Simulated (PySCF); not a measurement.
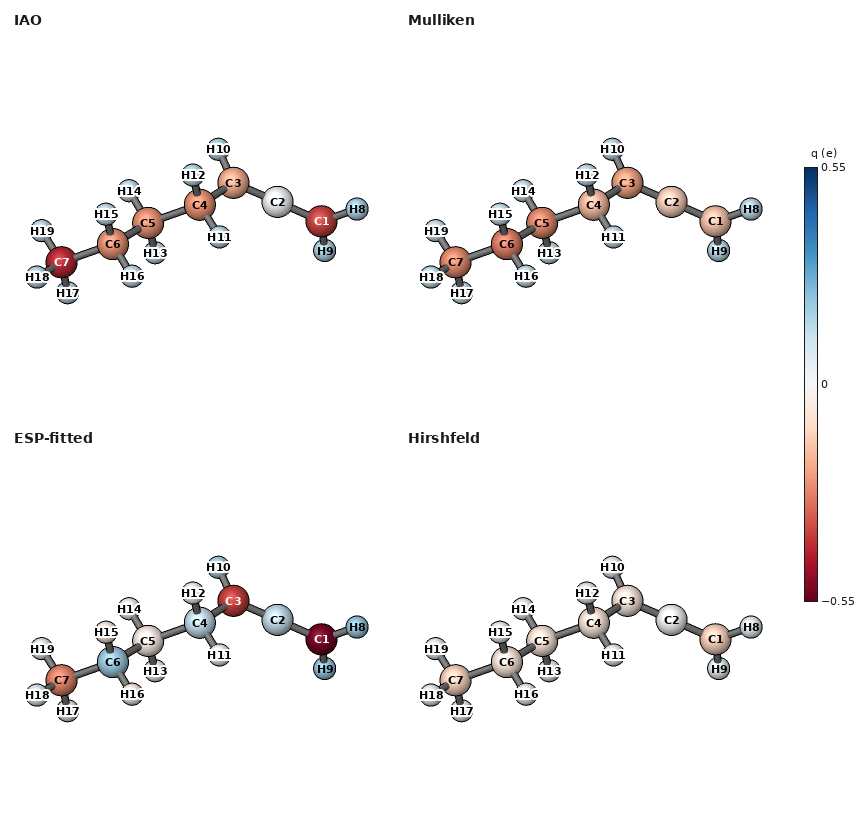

Atomic charges of one calculation by 4 schemes, on one colour scale. Computed geometry: GFN2-xTB optimisation. No frequency run is at hand to confirm it as a minimum. Level of theory: PBE0/pcSseg-1 (PySCF 2.14.0).

### Which scheme gives the most polar picture (largest mean size of the charges)?

The IAO charges are the largest in size here, and the Hirshfeld charges the smallest.

### On which atom do the schemes disagree most?

On C6 (from −0.28 to 0.20 e).

List the charges (e), one line for each set of equivalent atoms.

| atom | IAO | Mulliken | ESP-fitted | Hirshfeld |
| --- | --- | --- | --- | --- |
| C1 | −0.37 | −0.15 | −0.53 | −0.12 |
| C2 | 0.02 | −0.13 | 0.13 | −0.01 |
| C3 | −0.19 | −0.22 | −0.38 | −0.06 |
| C4 | −0.25 | −0.17 | 0.12 | −0.06 |
| C5 | −0.25 | −0.26 | −0.04 | −0.07 |
| C6 | −0.25 | −0.28 | 0.20 | −0.06 |
| C7 | −0.42 | −0.25 | −0.27 | −0.12 |
| H8 | 0.17 | 0.14 | 0.21 | 0.05 |
| H9 | 0.17 | 0.14 | 0.21 | 0.05 |
| H10 | 0.16 | 0.13 | 0.18 | 0.05 |
| H11 | 0.14 | 0.12 | 0.02 | 0.04 |
| H12 | 0.14 | 0.13 | 0.01 | 0.04 |
| H13 | 0.13 | 0.12 | 0.02 | 0.03 |
| H14 | 0.12 | 0.11 | 0.02 | 0.04 |
| H15 | 0.13 | 0.11 | −0.04 | 0.04 |
| H16 | 0.13 | 0.12 | −0.04 | 0.04 |
| H17 | 0.14 | 0.11 | 0.06 | 0.04 |
| H18 | 0.14 | 0.11 | 0.07 | 0.04 |
| H19 | 0.14 | 0.11 | 0.06 | 0.04 |
